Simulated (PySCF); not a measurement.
# Au, Au⁺: excitation energies in def2-TZVPPD with ECP60

Each state of gold is computed at each level; their differences give the excitation energy. How far do the methods differ?

The numbers are computed with PySCF 2.14.0 (unrestricted determinants in a Gaussian basis, no spin-orbit coupling in the energies), except any that are marked as measured or tabulated.

## (1) What is computed

| Item | Value |
| --- | --- |
| Element | gold (Z = 79) |
| Basis | def2-TZVPPD with the def2 core potential (60 electrons) |
| Hamiltonian | scalar relativity through the core potential |
| State 1 | Au: [Xe] 4f14 5d9 6s2, 2D determinant (an excited configuration) |
| State 2 | Au: [Xe] 4f14 5d9 6s1 6p1, one real determinant (an excited configuration) |
| State 3 | Au⁺: [Xe] 4f14 5d9 6s1, high-spin 3D determinant (an excited configuration) |
| Needed too, but not shown | Au [Xe] 4f14 5d10 6s1 (2S), Au⁺ [Xe] 4f14 5d10 (1S) |
| Methods | CCSD(T) |
| Core shells frozen in the correlated runs | valence: 5s2 5p6 (for Au) |

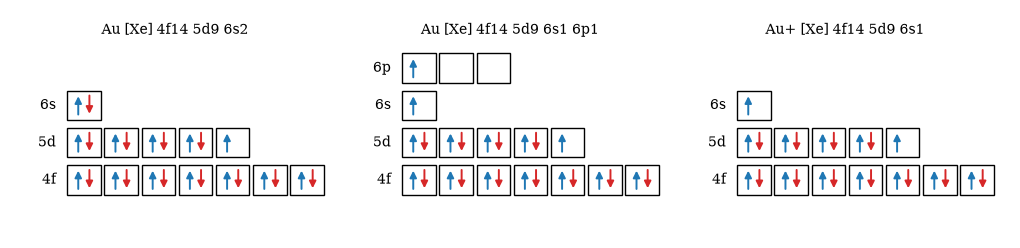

Outer shells as boxes.

One driver process ran all states and methods and kept the integrals in memory. Each run is shown as a PySCF script that sums up its settings (the driver passes frozen orbitals as a list and adds second-order terms of double hybrids); the logs are those of the runs themselves. The driver starts from symmetry-adapted Hartree-Fock orbitals, holds the occupation by maximum overlap and uses a logarithmic radial grid for functionals, so a plain start would take other cycles.

The integrals over 59 functions and the set-up took 0.16 s of CPU time.

## (2) Au [Xe] 4f14 5d9 6s2, at CCSD(T) (valence)

**CCSD(T) (valence)**

Contents of input.py:

```python
from pyscf import gto, scf, dft, mp, cc
import basis_set_exchange as bse
txt = bse.get_basis("def2-TZVPPD", elements=["Au"], fmt="nwchem", header=False)
cut = txt.index("\nECP")
mol = gto.M(atom="Au 0 0 0", charge=0, spin=1, symmetry="D2h",
            basis=gto.basis.parse(txt[:cut]),
            ecp={"Au": gto.basis.parse_ecp(txt[cut:])})
mf = scf.UHF(mol)
mf.irrep_nelec = {'Ag': (4, 3), 'B1g': (1, 1), 'B2g': (1, 1), 'B3g': (1, 1), 'B1u': (1, 1), 'B2u': (1, 1), 'B3u': (1, 1)}
mf.kernel()
mycc = cc.CCSD(mf, frozen=4).run()
mycc.ccsd_t()
```

## (3) Au [Xe] 4f14 5d9 6s1 6p1: CCSD(T) (valence)

**CCSD(T) (valence)**

Contents of input.py:

```python
from pyscf import gto, scf, dft, mp, cc
import basis_set_exchange as bse
txt = bse.get_basis("def2-TZVPPD", elements=["Au"], fmt="nwchem", header=False)
cut = txt.index("\nECP")
mol = gto.M(atom="Au 0 0 0", charge=0, spin=3, symmetry="D2h",
            basis=gto.basis.parse(txt[:cut]),
            ecp={"Au": gto.basis.parse_ecp(txt[cut:])})
mf = scf.UHF(mol)
mf.irrep_nelec = {'Ag': (4, 2), 'B1g': (1, 1), 'B2g': (1, 1), 'B3g': (1, 1), 'B1u': (2, 1), 'B2u': (1, 1), 'B3u': (1, 1)}
mf.kernel()
mycc = cc.CCSD(mf, frozen=4).run()
mycc.ccsd_t()
```

## (4) Au⁺ [Xe] 4f14 5d9 6s1, at CCSD(T) (valence)

**CCSD(T) (valence)**

Contents of input.py:

```python
from pyscf import gto, scf, dft, mp, cc
import basis_set_exchange as bse
txt = bse.get_basis("def2-TZVPPD", elements=["Au"], fmt="nwchem", header=False)
cut = txt.index("\nECP")
mol = gto.M(atom="Au 0 0 0", charge=1, spin=2, symmetry="D2h",
            basis=gto.basis.parse(txt[:cut]),
            ecp={"Au": gto.basis.parse_ecp(txt[cut:])})
mf = scf.UHF(mol)
mf.irrep_nelec = {'Ag': (4, 2), 'B1g': (1, 1), 'B2g': (1, 1), 'B3g': (1, 1), 'B1u': (1, 1), 'B2u': (1, 1), 'B3u': (1, 1)}
mf.kernel()
mycc = cc.CCSD(mf, frozen=4).run()
mycc.ccsd_t()
```

**Question.** What will these runs give?

As calculated:

```
                                     quantity                                                   value
    excitation energy, Au → [Xe] 4f14 5d9 6s2  UHF 1.768, CCSD(T) (valence) 1.831 eV; reference 1.745
excitation energy, Au → [Xe] 4f14 5d9 6s1 6p1                   UHF 4.832, CCSD(T) (valence) 6.265 eV
   excitation energy, Au⁺ → [Xe] 4f14 5d9 6s1                   UHF 2.118, CCSD(T) (valence) 2.578 eV
```

Accuracy by level (over 1 difference):

| method | mean absolute miss against the measured value (with the measured fine structure taken into account where it is known) (eV) |
| --- | --- |
| UHF | 0.024 |
| MP2 (valence) | 0.251 |
| SCS-MP2 (valence) | 0.118 |
| CCSD (valence) | 0.084 |
| CCSD(T) (valence) | 0.087 |

What this shows: Against experiment UHF comes closest (off by 0.02 eV) and MP2 (valence) is farthest (0.25 eV). In a finite basis a lower level can come nearest by cancelling errors. All values hold for this basis alone; no basis-set limit was taken.
